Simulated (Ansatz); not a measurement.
# CH₃AlO: vertical ionisation energy

How much energy removes an electron from CH₃AlO at fixed geometry? The cation is run at each level and the neutral's energy taken from earlier runs.

Method: unrestricted cation, the program's frozen cores in correlated methods; program: Ansatz 0.2.0, Gaussian basis.

Plan: UKS PBE-D4/def2-TZVPP; UKS r2SCAN-D4/def2-TZVPP; UKS PBE0-D4/def2-TZVPP; UKS B3LYP-D4/def2-TZVPP; UKS wB97X-V/def2-TZVPP; UKS wB97M-V/def2-TZVPP; UKS B2PLYP/def2-TZVPP; UHF-CCSD(T)/def2-TZVPP; UHF-MP2/def2-QZVPP; extrapolation to the limit; then −ε(HOMO) from the neutral's earlier runs with LDA (SPW92), PBE-D4, revPBE-D4, BLYP-D4, r2SCAN-D4, B97M-V, PBE0-D4, B3LYP-D4, r2SCANh-D4, r2SCAN0-D4, HSE06-D4, BHLYP-D4, CAM-B3LYP-D4, LC-ωPBE, ωB97X-V, ωB97M-V.

### 1 The geometry

An earlier PBE0-D4 in a triple-zeta def2 set relaxation fixed the geometry.

SMILES `[CH3][Al]=[O]`, 6 atoms, charge 0, spin multiplicity 1.

Atoms are counted from 1 here; the program's logs count them from 0.

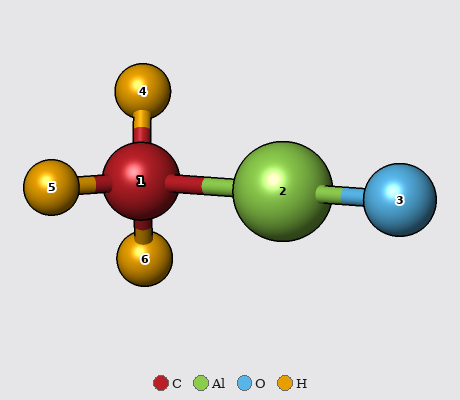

The geometry (carbon red, aluminium green, oxygen blue, hydrogen amber); atoms are numbered from 1 in the order of the file.

### 2 Cation, UKS PBE-D4/def2-TZVPP

in.yaml

```yaml
crystal:
  periodic: [false, false, false]
  atoms:
    - {symbol: C, position_ang: [-0.412544, 0.498190, -0.315372]}
    - {symbol: Al, position_ang: [0.696663, -0.841355, 0.532489]}
    - {symbol: O, position_ang: [1.611684, -1.946263, 1.232051]}
    - {symbol: H, position_ang: [0.065186, 1.479067, -0.263906]}
    - {symbol: H, position_ang: [-1.383563, 0.560921, 0.180794]}
    - {symbol: H, position_ang: [-0.577417, 0.249449, -1.366054]}
basis:
  gaussian: {orbitals: def2-TZVPP}
total_charge: 1
magnetization: {spin_polarized: true, initial_magnetization: 1}
hamiltonian: {xc: pbe, dispersion: d4}
```

Further steps of the session: Cation, UKS r2SCAN-D4/def2-TZVPP; Cation, UKS PBE0-D4/def2-TZVPP; Cation, UKS B3LYP-D4/def2-TZVPP; Cation, UKS wB97X-V/def2-TZVPP; Cation, UKS wB97M-V/def2-TZVPP; Cation, UKS B2PLYP (frozen core)/def2-TZVPP; Cation, UHF-CCSD(T)/def2-TZVPP; Cation, UHF-MP2/def2-QZVPP.

Before running them: what should the planned runs give, taken together? Wanted: ionisation energy, CCSD(T)/CBS; nearest functional by difference; nearest −ε(HOMO); −ε(HOMO) of PBE; T1 of the cation.

The runs gave:

| quantity | value |
| --- | --- |
| ionisation energy, CCSD(T)/CBS | 9.71 eV |
| nearest functional by difference | PBE-D4 (+0.04 eV) |
| nearest −ε(HOMO) | ωB97X-V (-0.06 eV) |
| −ε(HOMO) of PBE | 5.93 eV |
| T1 of the cation | 0.013 |

In words: By cation minus neutral, the functionals miss by 0.34 eV at most. −ε(HOMO) of PBE misses by 3.8 eV, since self-interaction lifts the level. Among orbital estimates ωB97X-V comes nearest. Hartree-Fock falls 2.41 eV short, as the neutral has more correlation energy than the cation.
